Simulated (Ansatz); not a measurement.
# H$_{6}$N$_{2}$Si: what the fields show

The calculation's input:

```
crystal:
  periodic: [false, false, false]
  atoms:
    - { symbol: Si, position_ang: [0.0, 0.0, 0.0] }
    - { symbol: "N", position_ang: [1.1383, 0.0, 1.6687] }
    - { symbol: H, position_ang: [0.2613, -0.2713, 2.1987] }
    - { symbol: H, position_ang: [2.0153, 0.2713, 2.1987] }
    - { symbol: H, position_ang: [1.6341, 0.0, 0.2923] }
    - { symbol: H, position_ang: [-0.6877, 1.1914, -0.4862] }
    - { symbol: "N", position_ang: [-0.8572, -1.4851, -0.6061] }
    - { symbol: H, position_ang: [-1.3922, -2.1014, 0.0704] }
    - { symbol: H, position_ang: [-0.8219, -1.7344, -1.6357] }
basis:
  gaussian: { orbitals: def2-SVP }
hamiltonian:
  xc: b3lyp
relax:
  f_tol: 0.15
  max_steps: 25
  restrain:
    - { distance: [1, 4], at: 2.26, k: 30.0 }
    - { distance: [0, 1], at: 1.82, k: 30.0 }
    - { distance: [0, 4], at: 1.46, k: 30.0 }
output:
  orbitals: {}
```

Launched as:

```sh
ansatz run input.yaml --threads 1 --pin off --max-ram 2048MiB --backend cpu --events-out ev --progress --plain --runs-dir out
```

The fields are those of the run's last geometry, not of the input's.

Not at a stationary point (largest force 1.5 eV/Å).

All numbers below come from RKS B3LYP/def2-SVP in Ansatz 0.2.0.

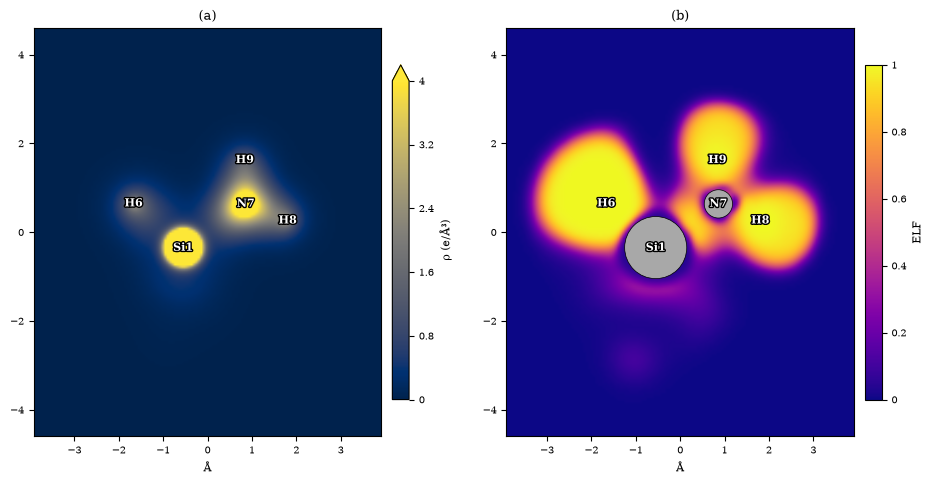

Figure 1. (a) total electron density; (b) ELF on the plane of atoms Si1, N7 and H8. Grey discs cover the atomic cores in the ELF map.

### Interpret the plot.

The plane passes through Si, H and N nuclei.
Si–N (1.72 Å): ρ is about 1.1 e/Å³ halfway; the ELF peaks at about 0.90 between the atoms; a polar covalent bond.
N–H (1.01 Å): ρ at the midpoint is about 2.7 e/Å³; the ELF climbs to about 1 towards the hydrogen, as it does in any bond to H (an ordinary covalent bond to hydrogen).

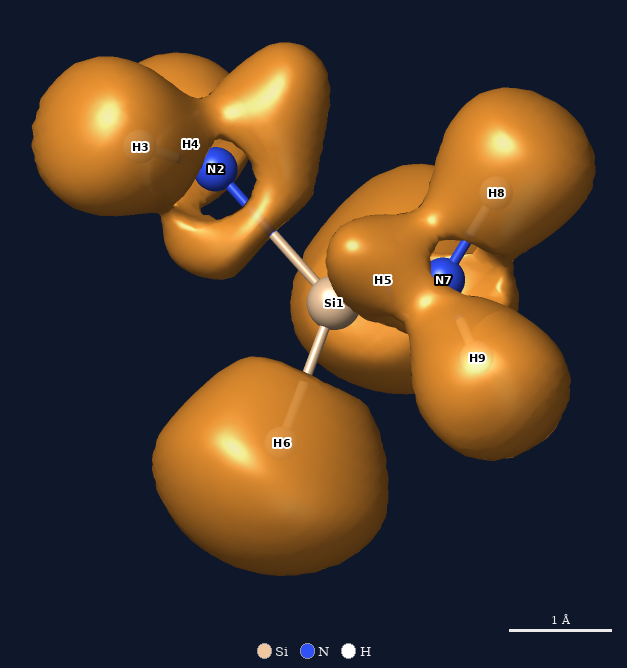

Figure 2. Isosurface of the electron localisation function at 0.8 (orange), seen at an oblique angle. Only the valence region is drawn (cores and ρ < 0.01 e/Å³ removed).

### What do the ELF domains correspond to?

At this value the surface marks out two regions around hydrogen nuclei and two joined regions spread over several atoms (H, N), in which their bonds and any lone pairs are merged.

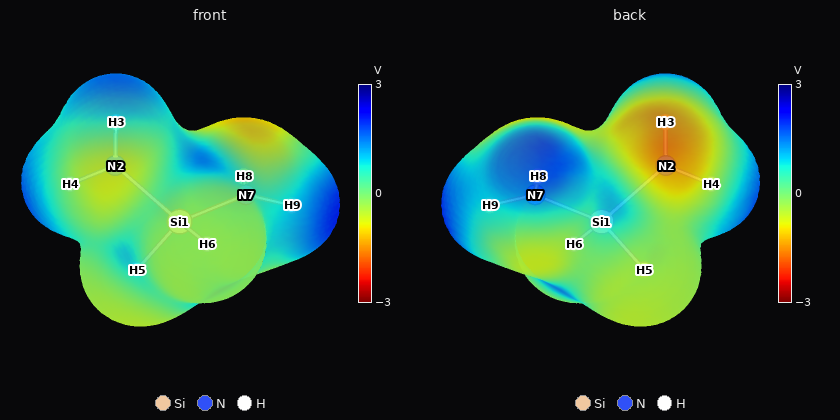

Figure 3. The molecular electrostatic potential painted on the density surface at 0.004 e/bohr³, seen from the front and from behind; the colour scale runs from red (negative) to blue (positive).

### Which sites attract a positive test charge, and which a negative one?

A positive charge is drawn to the negative regions and a negative charge to the positive ones. The most negative region (about −1.6 V) lies over N2, the most positive (about +2.0 V) over H9. N2 is the likeliest acceptor of a hydrogen bond.
